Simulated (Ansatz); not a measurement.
**AlCO+ (triplet): the correlation ladder, cc-pVDZ**

Aim: climb from Hartree-Fock through coupled cluster for AlCO+ (triplet) at one geometry and basis, and see what each rung misses.

The runs use Ansatz 0.2.0, Gaussian basis; cc-pVDZ, core rule «outside noble gas», up to 7 orbitals frozen.

The runs, in order: UHF; CCSD(T) on ROHF; CCSD(T) on UHF; BCCD(T) on ROHF; CISD; CCSDT(Q) on ROHF; CCSDT(Q) on UHF.

28 further runs of the same task are left out: 2 for a known fault of the program, 8 that didn't finish, 18 set aside as unsound or not needed.

## (1) The system

The geometry is a PBE0/def2-TZVP stationary point (not a proven minimum) of the parent state, kept for this charge and spin.

3 atoms, charge 1, spin multiplicity 3.

Atoms are counted from 1 here; the program's logs count them from 0.

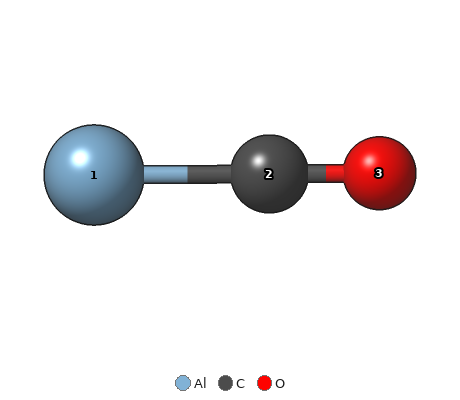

The geometry (aluminium light blue, carbon dark grey, oxygen red); atoms are numbered from 1 in the order of the file.

## (2) UHF

in.yaml reads:

```yaml
crystal:
  periodic: [false, false, false]
  atoms:
    - {symbol: Al, position_ang: [0.000000, 0.000000, 1.617200]}
    - {symbol: C, position_ang: [0.000000, 0.000000, -0.229400]}
    - {symbol: O, position_ang: [0.000000, 0.000000, -1.387800]}
basis:
  gaussian: {orbitals: cc-pVDZ}
total_charge: 1
magnetization: {spin_polarized: true, initial_magnetization: 2}
hamiltonian: {xc: hf}
output: {orbitals: {seedname: orbitals}}
```

On the command line:

```sh
ansatz run in.yaml --threads 1 --pin off --events-out ev --progress --plain --max-ram 2393MiB
```

The runs that follow: CCSD(T) on ROHF; CCSD(T) on UHF; BCCD(T) on ROHF; CISD; CCSDT(Q) on ROHF; CCSDT(Q) on UHF.

Before running them: what should the planned runs give, taken together? Wanted: UCCSDT(Q) below the RHF energy; RMP2 from UCCSDT(Q); UMP2 from UCCSDT(Q); RCCSD from UCCSDT(Q); RCCSD(T) from UCCSDT(Q); UCCSD(T) from UCCSDT(Q); RCCSDT(Q) from UCCSDT(Q); T1 diagnostic.

**Answer**, as computed:

| quantity | value |
| --- | --- |
| UCCSDT(Q) below the RHF energy | -9.3646 eV |
| RMP2 from UCCSDT(Q) | +590.0 meV |
| UMP2 from UCCSDT(Q) | +622.8 meV |
| RCCSD from UCCSDT(Q) | +440.3 meV |
| RCCSD(T) from UCCSDT(Q) | +64.1 meV |
| UCCSD(T) from UCCSDT(Q) | +65.7 meV |
| RCCSDT(Q) from UCCSDT(Q) | +6.6 meV |
| levels within 1 kcal/mol (43 meV) | RCCSDT(Q) |
| T1 diagnostic | 0.025 |

**Reading.** RCCSD(T) lands +64.1 meV from the yardstick (0.7 % of the correlation energy). These misses are within one basis, not against nature; the frozen cores of restricted and unrestricted runs differ, which can shift their rows.
